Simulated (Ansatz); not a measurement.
# Calculations on BH$_{4}$O$_{3}$

## 1. Relaxation

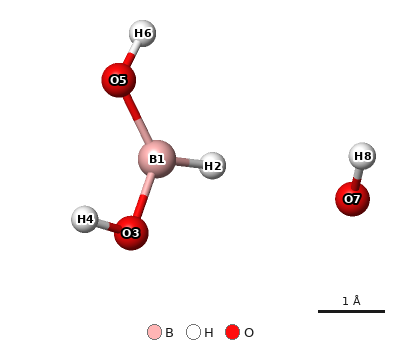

This is the input geometry for a relaxation of BH$_{4}$O$_{3}$ (multiplicity 2). Style: ball-and-stick. Shown at a tilt.

The run prepares an end point of a later path (reaction) calculation, from a guessed geometry.

Computed with Ansatz 0.2.0, UKS PBE-D4/6-31G*.

Input
```yaml
crystal:
  periodic: [false, false, false]
  atoms:
    - { symbol: B, position_ang: [-0.000934, -0.113889, 0.0221] }
    - { symbol: H, position_ang: [-0.272598, 0.458376, 1.043238] }
    - { symbol: O, position_ang: [1.317453, -0.258239, -0.298619] }
    - { symbol: H, position_ang: [1.4062, -0.715099, -1.16079] }
    - { symbol: O, position_ang: [-0.970068, -0.605525, -0.825567] }
    - { symbol: H, position_ang: [-1.86213, -0.412683, -0.481119] }
    - { symbol: O, position_ang: [0.020256, -0.022856, 3.174928] }
    - { symbol: H, position_ang: [-0.362479, -0.929784, 3.036529] }
magnetization:
  spin_polarized: true
  initial_magnetization: 1
basis:
  gaussian: { orbitals: "6-31G*" }
hamiltonian:
  xc: pbe
  dispersion: d4
relax:
  f_tol: 0.03
  max_steps: 50
```

Command:
```bash
ansatz run input.yaml --threads 2 --pin off --max-ram 3072MiB --backend cpu --events-out ev --progress --plain --runs-dir out
```

What does the optimiser find from here?

After 20 accepted moves (22 points after the start) the energy has fallen by 79.1 kJ/mol. Largest force component: 0.44 eV/Å at the start, 0.029 eV/Å at the end. The line search rejected the trial steps at points 11, 17 of the run. The largest move after the best rigid fit is that of O7, 1.36 Å. By element the largest moves are O 1.36 Å, H 1.31 Å, B 0.60 Å. Some distances before and after: B1–H2 1.202 → 2.430 Å, H2–O7 2.205 → 0.990 Å, O5–H6 0.976 → 1.000 Å, B1–O5 1.378 → 1.357 Å. New bonds form, among them: H2–O7 (2.20 → 0.99 Å). Bonds break, among them: B1–H2 (1.20 → 2.43 Å). Bond angles that change, for instance: O3–B1–O5 119.8° → 126.1°, B1–O5–H6 110.8° → 108.2°. Cost: 37 s on 2 threads of Arm Neoverse V1, with other jobs on the host, peak memory 0.14 GiB.

Step by step:

| step | E − E(0), kJ/mol | largest force component, eV/Å | note |
| --- | --- | --- | --- |
| 0 | 0.00 | 0.4399 |  |
| 1 | -5.29 | 0.5615 |  |
| 2 | -11.58 | 0.6947 |  |
| 3 | -15.74 | 0.7169 |  |
| 4 | -20.51 | 0.5405 |  |
| 5 | -22.40 | 2.6830 |  |
| 6 | -26.31 | 1.8582 |  |
| 7 | -47.94 | 0.7187 |  |
| 8 | -53.35 | 0.4439 |  |
| 9 | -55.92 | 0.1492 |  |
| 10 | -57.09 | 0.2190 |  |
| 11 | -55.66 | 0.9935 | rejected |
| 12 | -59.01 | 0.2472 |  |
| 13 | -61.15 | 0.2227 |  |
| 14 | -64.24 | 0.2331 |  |
| 15 | -68.46 | 0.5732 |  |
| 16 | -72.17 | 0.6383 |  |
| 17 | -71.35 | 1.6234 | rejected |
| 18 | -75.65 | 0.3242 |  |
| 19 | -77.69 | 0.3905 |  |
| 20 | -78.65 | 0.2904 |  |
| 21 | -78.98 | 0.0866 |  |
| 22 | -79.12 | 0.0286 |  |

Final geometry:

```xyz
8

B     0.5733   -0.2303   -0.1261
H    -0.1893    0.4206    2.0879
O     1.5167   -0.2828   -1.1027
H     1.1437   -0.6727   -1.9282
O    -0.7166   -0.6376   -0.2380
H    -1.1740   -0.4663    0.6341
O    -1.0653    0.0470    2.3597
H    -0.8127   -0.7776    2.8239
```

After the run, drawn alike:

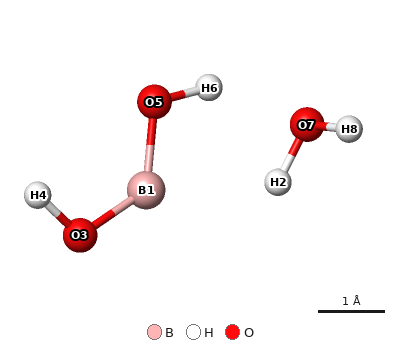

Limits of the set-up: the start holds two separate molecules, 2.2 Å apart at their closest, whose relative position is a soft coordinate.

## 2. Relaxation

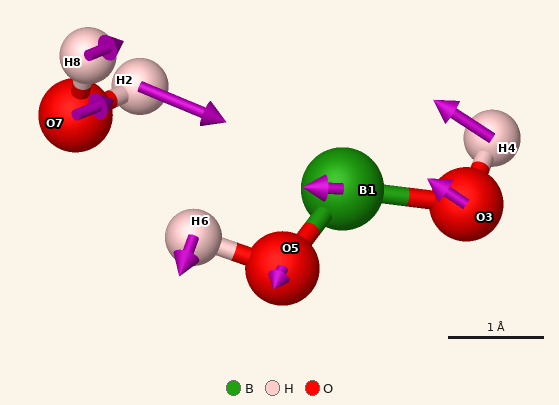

A relaxation of BH₄O₃ (multiplicity 2). The starting structure is drawn; purple arrows show the displacements, 30 times their true length. The two geometries are superimposed by the best rigid fit.

A ball-and-stick model, seen at a tilt.

The run prepares an end point of a later path (reaction) calculation, from a guessed geometry.

All numbers below come from UKS PBE-D4/6-31G* (Ansatz 0.2.0).

Input
```yaml
crystal:
  periodic: [false, false, false]
  atoms:
    - { symbol: B, position_ang: [0.303903, -0.315175, -0.314986] }
    - { symbol: H, position_ang: [0.061203, 0.082882, 2.028118] }
    - { symbol: O, position_ang: [1.017035, -0.486987, -1.468275] }
    - { symbol: H, position_ang: [1.974957, -0.441486, -1.297825] }
    - { symbol: O, position_ang: [-1.046454, -0.318391, -0.272177] }
    - { symbol: H, position_ang: [-1.324664, -0.172263, 0.675281] }
    - { symbol: O, position_ang: [-0.853027, -0.011149, 2.420712] }
    - { symbol: H, position_ang: [-0.857253, -0.937131, 2.739852] }
magnetization:
  spin_polarized: true
  initial_magnetization: 1
basis:
  gaussian: { orbitals: "6-31G*" }
hamiltonian:
  xc: pbe
  dispersion: d4
relax:
  f_tol: 0.03
  max_steps: 50
```

Launched with:
```bash
ansatz run input.yaml --threads 2 --pin off --max-ram 3072MiB --backend cpu --events-out ev --progress --plain --runs-dir out
```

Q: Which element moves most?

A: Hydrogen: up to 0.033 Å, against 0.019 Å for oxygen.

Q: Describe the change and its energy.

A: The atom that moves furthest after the best rigid fit is H2 (0.033 Å). By element the largest moves are H 0.033 Å, O 0.019 Å, B 0.015 Å. Near-neighbour distances that change, for instance: H2–O7 0.999 → 0.994 Å. The energy falls by 0.04 kcal/mol in 4 accepted moves (5 points after the start). The largest force component goes from 0.27 to 0.029 eV/Å. The line search rejected the trial step at point 4 of the run.

## 3. Path

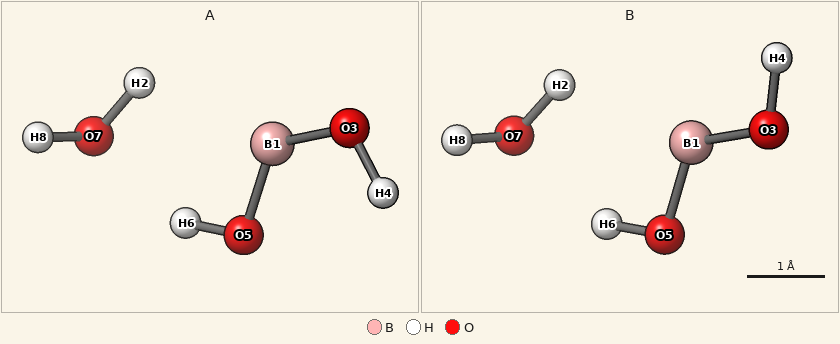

The two relaxed end points of a path for BH4O3 (multiplicity 2). A ball-and-stick model, seen at a tilt.

These are results of UKS PBE-D4/6-31G* in Ansatz 0.2.0, not measurements.

Settings: 7 movable images; climbing image; force threshold 0.05 eV/Å; iteration limit 60.

Start:
```xyz
8

B     0.5965   -0.2622   -0.1067
H    -0.1750    0.3874    2.1046
O     1.5592   -0.3597   -1.0608
H     1.1807   -0.7001   -1.9055
O    -0.7163   -0.5704   -0.2613
H    -1.1829   -0.3878    0.6036
O    -1.0828    0.0728    2.3446
H    -0.9036   -0.7797    2.7923
```

End:
```xyz
8

B     0.3041   -0.3708   -0.2983
H    -0.0272    0.2852    1.9269
O     1.0635   -0.5837   -1.4148
H     1.9974   -0.3624   -1.2485
O    -1.0296   -0.5873   -0.2625
H    -1.3504   -0.3569    0.6542
O    -0.9091    0.1190    2.3541
H    -0.7730   -0.7428    2.7996
```

Question: Predict the minimum-energy path and its barrier.

Answer: The energy climbs by 0.32 eV to image 4 and then falls by 0.32 eV, so the end point sits at +0.01 eV. No bond forms or breaks between the ends. Among the angles between lasting bonds that change up to the highest image: B1–O3–H4 110.7° → 114.8°. The band converged in 20 iterations, with a climbing image at the top. At the top, the vibrational analysis gives one imaginary mode (561i cm⁻¹), as a transition state must have.

Energies of the converged images:

| image | path (Å) | E (eV) |
| --- | --- | --- |
| 0 | 0.00 | 0.000 |
| 1 | 0.29 | 0.012 |
| 2 | 0.58 | 0.060 |
| 3 | 0.87 | 0.204 |
| 4 | 1.17 | 0.323 |
| 5 | 1.42 | 0.236 |
| 6 | 1.68 | 0.098 |
| 7 | 1.94 | 0.023 |
| 8 | 2.20 | 0.006 |

The geometry at the top of the path:

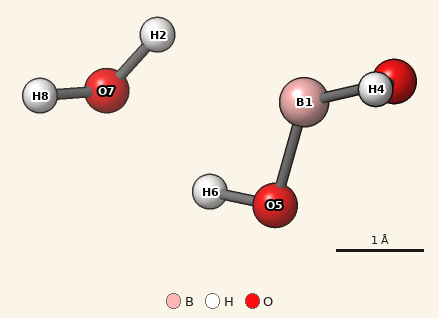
